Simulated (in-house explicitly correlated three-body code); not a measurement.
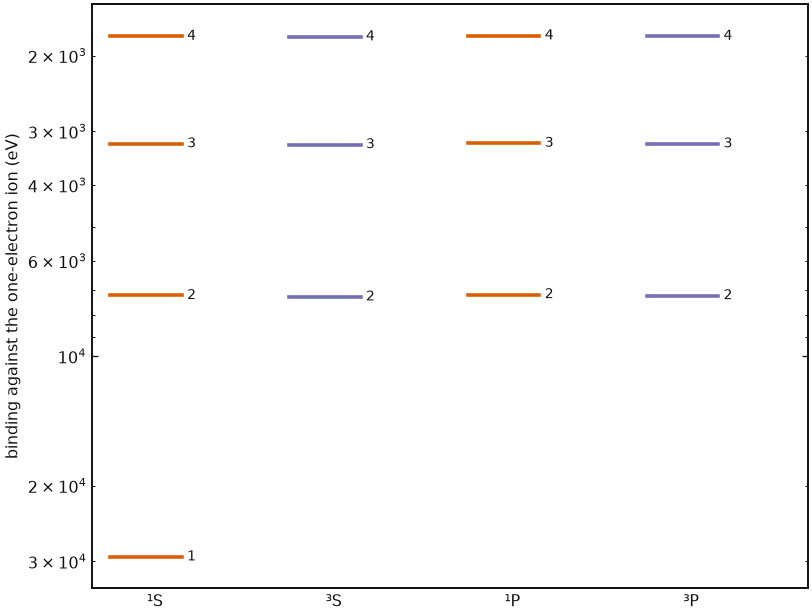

Two electrons around a point charge Z = 47 (Ag⁴⁵⁺). Computed variationally in 260 exponentially correlated functions with an in-house code, non-relativistic, converged to about 10⁻⁸ of the energy. The plot shows the bound S and P states that converged, by term and principal number n, on a logarithmic scale of binding.

How do singlets and triplets lie?

Answer. The ground state is bound by 29.26 keV. The n = 2 states drawn run, from the deepest, 2 ³S (7275 eV), 2 ³P (7227 eV), 2 ¹S (7220 eV), 2 ¹P (7186 eV). Exchange puts 2 ³S below 2 ¹S by 54.3 eV and 2 ³P below 2 ¹P by 41.4 eV. Quantum defects n − (Z − 1)/√(2 E(binding)): 2 ³S 0.011, 2 ³P 0.004, 2 ¹S 0.003, 2 ¹P −0.002.
